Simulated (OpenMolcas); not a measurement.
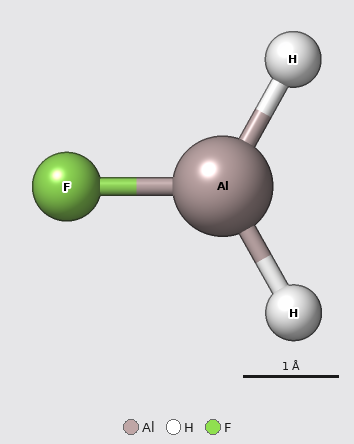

Fig. 1: The input geometry (ball-and-stick view, seen on its broad side). Sticks mark near contacts. Bond lengths as drawn: Al–F 1.64 Å and Al–H 1.53 Å.

Single-point calculation of AlH₂F (charge +1)

System: AlH₂F, charge +1, multiplicity 2.
Method: HF/STO-3G, UHF (OpenMolcas 26.06).

The geometry is that of the parent species in another charge or spin state. The geometry comes from this level: GFN2-xTB.

Log:
```
--- Start Module: gateway ---

                                              &GATEWAY

                       available to each process: 1.9 GB of memory, 1 thread

 Basis Set     1 Label: AL.STO-3G
 Basis set is read from library:.
 basistype.tbl is not found

 Basis Set     2 Label: H.STO-3G
 Basis set is read from library:.
 basistype.tbl is not found

 Basis Set     3 Label: F.STO-3G
 Basis set is read from library:.
 basistype.tbl is not found

++    Symmetry information:
      ---------------------

                    Character Table for C1

                             E
                    a        1  x, y, xy, Rz, z, xz, Ry, yz, Rx, I
--

++    Basis set information:
      ----------------------

      Basis set label: AL.STO-3G.........

      Electronic valence basis set:
      ------------------
      Associated Effective Charge  13.000000 au
      Associated Actual Charge     13.000000 au
      Nuclear Model: Point charge

      Shell  nPrim  nBasis  Cartesian Spherical Contaminant
         s       9       3        X
         p       6       2        X

      Basis set label: H.STO-3G.........

      Electronic valence basis set:
      ------------------
      Associated Effective Charge   1.000000 au
      Associated Actual Charge      1.000000 au
      Nuclear Model: Point charge

      Shell  nPrim  nBasis  Cartesian Spherical Contaminant
         s       3       1        X

      Basis set label: F.STO-3G.........

      Electronic valence basis set:
      ------------------
      Associated Effective Charge   9.000000 au
      Associated Actual Charge      9.000000 au
      Nuclear Model: Point charge

      Shell  nPrim  nBasis  Cartesian Spherical Contaminant
         s       6       2        X
         p       3       1        X
--

++    Molecular structure info:
      -------------------------

                    ************************************************
                    **** Cartesian Coordinates / bohr, angstrom ****
                    ************************************************

     Center  Label                x              y              z                     x              y              z
        1      AL1              0.037039       0.061756       0.001776              0.019600       0.032680       0.000940
        2      H2               2.923236      -0.033769       0.026607              1.546910      -0.017870       0.014080
        3      H3              -1.396489       2.567798      -0.036698             -0.738990       1.358820      -0.019420
        4      F4              -1.563786      -2.595784       0.008315             -0.827520      -1.373630       0.004400

                    ***************************************
                    *    InterNuclear Distances / bohr    *
                    ***************************************

               1 AL1           2 H2            3 H3            4 F4
    1 AL1      0.000000
    2 H2       2.887885        0.000000
    3 H3       2.887339        5.043033        0.000000
    4 F4       3.102452        5.166975        5.166488        0.000000

                    *******************************************
                    *    InterNuclear Distances / angstrom    *
                    *******************************************

               1 AL1           2 H2            3 H3            4 F4
    1 AL1      0.000000
    2 H2       1.528203        0.000000
    3 H3       1.527914        2.668658        0.000000
    4 F4       1.641747        2.734245        2.733988        0.000000

                    **************************************
                    *    Valence Bond Angles / degree    *
                    **************************************
                          Atom centers                 Phi
                      2 H2       1 AL1      3 H3       121.67
--

            Nuclear Potential Energy             50.39821356 au

--- Stop Module: gateway /rc=_RC_ALL_IS_WELL_ ---

--- Start Module: seward ---

                                              &SEWARD

                       available to each process: 1.9 GB of memory, 1 thread

               SEWARD will generate:
                  Multipole Moment integrals up to order  2
                  Kinetic Energy integrals
                  Nuclear Attraction integrals (point charge)
                  One-Electron Hamiltonian integrals
                  Velocity integrals
                  Orbital angular momentum around ( -0.5661  -0.9396   0.0041 )
                  Velocity quadrupole around ( -0.5661  -0.9396   0.0041 )
                  Two-Electron Repulsion integrals

                   Integrals are discarded if absolute value <: 1.00E-14
                   Integral cutoff threshold is set to       <: 1.00E-16

            Nuclear Potential Energy             50.39821356 au

      Basis set specifications :
      Symmetry species         a
      Basis functions           16

--- Stop Module: seward /rc=_RC_ALL_IS_WELL_ ---

--- Start Module: scf ---

                                                &SCF

                       available to each process: 1.9 GB of memory, 1 thread

++    Input section:
      --------------

      Header of the integral files:

      Cartesian coordinates in angstrom:
      -----------------------------------------------------
      No.  Label        X            Y            Z
      -----------------------------------------------------
       1   AL1        0.01960000   0.03268000   0.00094000
       2   H2         1.54691000  -0.01787000   0.01408000
       3   H3        -0.73899000   1.35882000  -0.01942000
       4   F4        -0.82752000  -1.37363000   0.00440000
      -----------------------------------------------------
      Nuclear repulsion energy =   50.39821356
--

++    Orbital specifications:
      -----------------------

      Symmetry species               1
                                     a
      Frozen orbitals                0
      Start temperature = 0.500
      End temperature   = 0.010
      Temperature Factor= 0.460
      Deleted orbitals               0
      Total number of orbitals      16
      Number of basis functions     16
--

      Molecular charge                           1.000

++    Optimization specifications:
      ----------------------------

      SCF Algorithm: Conventional USCF
      D(i)-D(i-1) density differences are used
      Number of density matrices in core                 5
      Maximum number of NDDO SCF iterations            400
      Maximum number of HF SCF iterations              400
      Threshold for SCF energy change             1.00E-09
      Threshold for density matrix                1.00E-04
      Threshold for Fock matrix                   1.50E-04
      Threshold for linear dependence             1.00E-09
      Threshold at which DIIS is turned on        1.50E-01
      Maximum depth in the DIIS procedure                5
      Maximum depth in the BFGS Hessian update          30
      Threshold at which QNR/C2DIIS is turned on  7.50E-02
      Threshold for Norm(delta) (QNR/C2DIIS)      1.00E-03
      All orbitals punched on: UHFORB
--

      Input vectors read from INPORB
      Orbital file label: *Guess orbitals
      Start orbitals are scrambled in order to introduce symmetry breaking

++ Convergence information
                               UHF SCF        iterations: Energy and convergence statistics

Iter     Tot. SCF        One-elec.       Two-elec.     Energy      Max Dij or  Max Fij      DNorm      TNorm      AccCon     Time
         Energy          Energy          Energy        Change      Delta Norm                                                in Sec.
   1  -334.352696936  -562.244309370   177.493398873   0.00E+00    1.57E-01*   7.30E+00*    7.31E+00   6.21E+01   None         0.
   2  -336.453520373  -566.669222157   179.817488224  -2.10E+00*   6.67E-01*   6.80E-01*    3.85E+00   6.20E+01   EDIIS        0.
   3  -337.265278864  -564.070895243   176.407402818  -8.12E-01*   2.33E-01*   1.70E-01*    3.08E+00   6.17E+01   EDIIS        0.
   4  -337.726880598  -569.473968729   181.348874570  -4.62E-01*   7.74E-01*   1.37E-01*    1.58E+00   6.23E+01   EDIIS        0.
   5  -337.769596019  -565.543071088   177.375261509  -4.27E-02*   1.09E-01*   9.99E-02*    1.77E+00   6.19E+01   EDIIS        0.
   6  -337.910652315  -568.064275892   179.755410016  -1.41E-01*   2.75E-01*   8.26E-02*    5.84E-01   6.21E+01   EDIIS        0.
   7  -337.921422121  -567.209694344   178.890058663  -1.08E-02*   6.12E-02*   6.23E-02*    4.36E-01   6.20E+01   EDIIS        0.
   8  -337.925789134  -567.399593634   179.075590940  -4.37E-03*   1.42E-01*   2.20E-02*    2.34E-01   6.21E+01   EDIIS        0.

       Fermi aufbau procedure completed!
      nOcc(alpha)=   12
      nOcc(beta) =   11

   9  -337.928739070  -567.100736207   178.773783576  -2.95E-03*   1.10E-01*   1.57E-02*    1.66E-01   6.20E+01   c2DIIS       0.
  10  -337.930623625  -567.041066738   178.712229551  -1.88E-03*   1.11E-01*   7.36E-03*    1.43E-01   6.20E+01   c2DIIS       0.
  11  -337.931970212  -566.971590678   178.641406905  -1.35E-03*   4.26E-02*   1.46E-01*    1.48E-01   6.20E+01   c2DIIS       0.
  12  -337.913174958  -567.481816488   179.170427970   1.88E-02*   1.94E-01*   3.35E-02*    5.84E-01   6.21E+01   QNRc2DIIS    0.
  13  -337.918718731  -567.930101651   179.613169359  -5.54E-03*   7.30E-02*   1.55E-02*    3.22E-01   6.21E+01   QNRc2DIIS    0.
  14  -337.919988007  -567.842535411   179.524333842  -1.27E-03*   2.19E-02*   8.67E-03*    9.33E-02   6.21E+01   QNRc2DIIS    0.
  15  -337.919858456  -567.816092032   179.498020016   1.30E-04*   9.90E-02*   6.59E-03*    3.83E-02   6.21E+01   QNRc2DIIS    0.
  16  -337.920929389  -567.776492692   179.457349742  -1.07E-03*   5.58E-02*   9.09E-03*    1.42E-01   6.21E+01   QNRc2DIIS    0.
  17  -337.921430850  -567.704796303   179.385151892  -5.01E-04*   5.30E-01*   6.77E-03*    6.55E-02   6.21E+01   QNRc2DIIS    0.
  18  -337.927450088  -566.982554018   178.656890370  -6.02E-03*   1.16E-01*   2.58E-02*    6.27E-01   6.20E+01   QNRc2DIIS    0.
  19  -337.931341380  -567.065709174   178.736154233  -3.89E-03*   2.38E-01*   2.43E-02*    2.04E-01   6.20E+01   QNRc2DIIS    0.
  20  -337.937635513  -566.762402975   178.426553902  -6.29E-03*   2.09E-01*   3.37E-02*    3.11E-01   6.20E+01   QNRc2DIIS    0.
  21  -337.943699750  -566.357942313   178.016029002  -6.06E-03*   7.56E-01*   2.15E-02*    2.33E-01   6.19E+01   QNRc2DIIS    0.
  22  -337.959166405  -565.397882639   177.040502673  -1.55E-02*   1.61E-01*   3.20E-02*    8.86E-01   6.18E+01   QNRc2DIIS    0.
  23  -337.966119752  -565.513445669   177.149112357  -6.95E-03*   1.89E-01*   8.06E-03*    2.86E-01   6.18E+01   QNRc2DIIS    0.
  24  -337.966239693  -565.450718834   177.086265581  -1.20E-04*   4.81E-02*   8.26E-03*    2.54E-01   6.18E+01   QNRc2DIIS    0.
  25  -337.966844487  -565.458326045   177.093267997  -6.05E-04*   5.16E-02*   4.83E-03*    6.97E-02   6.18E+01   QNRc2DIIS    0.
  26  -337.967061292  -565.471547950   177.106273098  -2.17E-04*   6.99E-03*   9.36E-04*    7.00E-02   6.18E+01   QNRc2DIIS    0.
  27  -337.967067062  -565.476576129   177.111295506  -5.77E-06*   2.34E-03*   2.40E-04*    1.03E-02   6.18E+01   QNRc2DIIS    0.
  28  -337.967067826  -565.474600953   177.109319567  -7.64E-07*   1.35E-03*   2.26E-04*    3.48E-03   6.18E+01   QNRc2DIIS    0.
  29  -337.967068020  -565.473651884   177.108370303  -1.94E-07*   1.76E-03*   2.15E-04*    1.93E-03   6.18E+01   QNRc2DIIS    0.
  30  -337.967068306  -565.473154994   177.107873127  -2.87E-07*   5.26E-03*   2.00E-04*    2.50E-03   6.18E+01   QNRc2DIIS    0.
  31  -337.967069090  -565.473058617   177.107775966  -7.84E-07*   3.91E-03*   1.52E-04*    7.43E-03   6.18E+01   QNRc2DIIS    0.
  32  -337.967069503  -565.473390006   177.108106942  -4.13E-07*   4.41E-03*   1.70E-04*    5.48E-03   6.18E+01   QNRc2DIIS    0.
  33  -337.967069863  -565.473934334   177.108650911  -3.60E-07*   1.22E-02*   2.26E-04*    6.18E-03   6.18E+01   QNRc2DIIS    0.
  34  -337.967071087  -565.474135306   177.108850659  -1.22E-06*   7.57E-04    8.52E-05     1.71E-02   6.18E+01   QNRc2DIIS    0.
  35  -337.967071120  -565.474236176   177.108951495  -3.32E-08*   2.57E-03*   7.98E-05     1.07E-03   6.18E+01   QNRc2DIIS    0.
  36  -337.967071240  -565.474542675   177.109257874  -1.20E-07*   1.37E-03*   4.87E-05     3.42E-03   6.18E+01   QNRc2DIIS    0.
  37  -337.967071281  -565.474500287   177.109215445  -4.11E-08*   8.84E-04    5.17E-05     1.72E-03   6.18E+01   QNRc2DIIS    0.
  38  -337.967071304  -565.474223907   177.108939042  -2.28E-08*   1.41E-05    2.27E-06     1.10E-03   6.18E+01   QNRc2DIIS    0.
  39  -337.967071304  -565.474228679   177.108943814  -3.36E-11    6.38E-06    8.05E-07     2.27E-05   6.18E+01   QNRc2DIIS    0.

       Convergence after  39 Iterations
--

 *****************************************************************************************************************************
 *                                             SCF/KS-DFT Program, Final results                                             *
 *                                                       Final Results                                                       *
 *****************************************************************************************************************************

::    Total SCF energy                               -337.9670713043
      One-electron energy                            -565.4742286790
      Two-electron energy                             177.1089438141
      Nuclear repulsion energy                         50.3982135606
      Kinetic energy (interpolated)                   332.2865608013
      Virial theorem                                    1.0170952159
      Total spin, S(S+1)                                0.7540818815
      Total spin, S                                     0.5020388623
      Max non-diagonal density matrix element           0.0000028595
      Max non-diagonal Fock matrix element              0.0000007716

      All orbitals with orbital energies smaller than  E(LUMO)+0.5 are printed

++    Molecular orbitals:
      -------------------

      Title: UHF orbitals (alpha)

      Molecular orbitals for symmetry species 1: a

          Orbital            1         2         3         4         5         6         7         8         9        10
          Energy          -58.1436  -26.5985   -5.0686   -3.2976   -3.2939   -3.2936   -2.0512   -1.1442   -1.0797   -1.0414
          Occ. No.          1.0000    1.0000    1.0000    1.0000    1.0000    1.0000    1.0000    1.0000    1.0000    1.0000

          Orbital           11        12        13        14        15        16
          Energy           -0.7324   -0.6243    0.0401    0.0957    0.3601    0.4234
          Occ. No.          1.0000    1.0000    0.0000    0.0000    0.0000    0.0000

--

      All orbitals with orbital energies smaller than  E(LUMO)+0.5 are printed

++    Molecular orbitals:
      -------------------

      Title: UHF orbitals (beta)

      Molecular orbitals for symmetry species 1: a

          Orbital            1         2         3         4         5         6         7         8         9        10
          Energy          -58.1448  -26.5688   -5.0710   -3.2995   -3.2972   -3.2950   -1.8636   -1.0269   -0.9873   -0.7168
          Occ. No.          1.0000    1.0000    1.0000    1.0000    1.0000    1.0000    1.0000    1.0000    1.0000    1.0000

          Orbital           11        12        13        14
          Energy           -0.6165   -0.1827    0.0360    0.1122
          Occ. No.          1.0000    0.0000    0.0000    0.0000

--

++    Molecular charges:
      ------------------

      Mulliken charges per centre and basis function type
      ---------------------------------------------------

                            AL1                     H2                      H3                      F4
                     alpha        beta       alpha        beta       alpha        beta       alpha        beta
      1s           2.4583      2.5004      0.5976      0.5284      0.5975      0.5284      1.9944      1.9851
      2px          1.2721      1.3161      0.0000      0.0000      0.0000      0.0000      0.9742      0.2706
      2pz          1.0137      1.0166      0.0000      0.0000      0.0000      0.0000      0.9863      0.9833
      2py          1.1653      1.1937      0.0000      0.0000      0.0000      0.0000      0.9407      0.6775
      Total        5.9094      6.0268      0.5976      0.5284      0.5975      0.5284      4.8955      3.9164
      Total             11.9362                  1.1259                  1.1260                  8.8119

      Charge            1.0638                 -0.1259                 -0.1260                  0.1881

      Total electronic charge=   23.000000

      Total            charge=    1.000000
--

++    Molecular orbitals:
      -------------------

      Title: Natural orbitals

      Molecular orbitals for symmetry species 1: a

          Orbital            1         2         3         4         5         6         7         8         9        10
          Energy          -58.1442  -26.5796   -5.0698   -3.2984   -3.2937   -3.2954   -1.4275   -1.0150   -1.3176   -0.9938
          Occ. No.          2.0000    2.0000    2.0000    2.0000    2.0000    2.0000    2.0000    1.9999    1.9997    1.9994

          Orbital           11        12        13        14        15        16
          Energy           -0.6409   -0.6383    0.4292    0.1268    0.3406    0.0380
          Occ. No.          1.9989    1.0000    0.0011    0.0006    0.0003    0.0001

--

++    Molecular properties:
      ---------------------

      Charge (e):
                      =    1.0000
      Dipole Moment (debye):
      Origin of the operator (angstrom)=   -0.2996   -0.4972    0.0022
                   X= -3.2073E-01               Y= -5.3242E-01               Z=  7.8463E-03           Total=  6.2161E-01
      Center of Charge (angstrom)
                     X=   -0.36635428               Y=   -0.60804945               Z=    0.00379155
      Quadrupole Moment (debye*angstrom):
      Origin of the operator (angstrom)=   -0.2996   -0.4972    0.0022
                  XX= -1.4024E+01              XY=  7.7303E-01              XZ= -3.1401E-02              YY= -1.3206E+01
                  YZ=  2.9523E-02              ZZ= -1.1134E+01
      In traceless form (debye*angstrom)
                  XX= -1.8536E+00              XY=  1.1596E+00              XZ= -4.7102E-02              YY= -6.2727E-01
                  YZ=  4.4284E-02              ZZ=  2.4809E+00
--

--- Stop Module: scf /rc=_RC_ALL_IS_WELL_ ---
--- Module scf spent 1 second ---

.##################.
.# Happy landing! #.
.##################.

    Timing: Wall=2.51 User=1.82 System=0.41
```

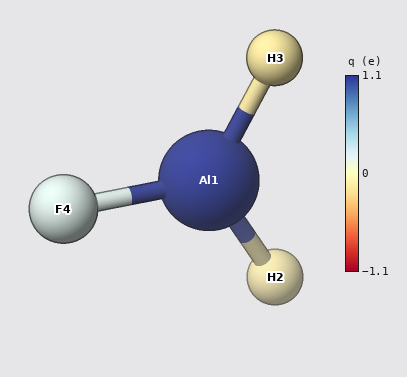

Fig. 2: Mulliken charges, as the colour of each atom (ball-and-stick view, seen at a tilt; atoms are numbered from 1 in the order of the input). By element: Al +1.06, H −0.13 and F +0.19 e.

This output came from the following input.

Input:
```
&gateway
 baslib
 $CurrDir
 coord
 coord.xyz
 basis
 STO-3G
 group
 NoSym

&seward

&scf
 uhf
 charge
 1
 spin
 2
 scramble
 0.25
 prorbitals
 1 1
```

File coord.xyz:
```
4

Al     0.019600     0.032680     0.000940
H      1.546910    -0.017870     0.014080
H     -0.738990     1.358820    -0.019420
F     -0.827520    -1.373630     0.004400
```

Run as:
```bash
export MOLCAS_MEM=1860
pymolcas step1.input > step1.log
```

Summary:

| quantity | value |
| --- | --- |
| outcome | converged |
| total energy | −337.967071 hartree |
| basis functions | 16 |
| ⟨S²⟩ | 0.754 |
| hardware | 1 thread of Intel Xeon @ 2.90GHz (Ice Lake), 64 GiB of memory available, shared host |
| wall time | 2.8 s |
| peak memory | 0.37 GiB |
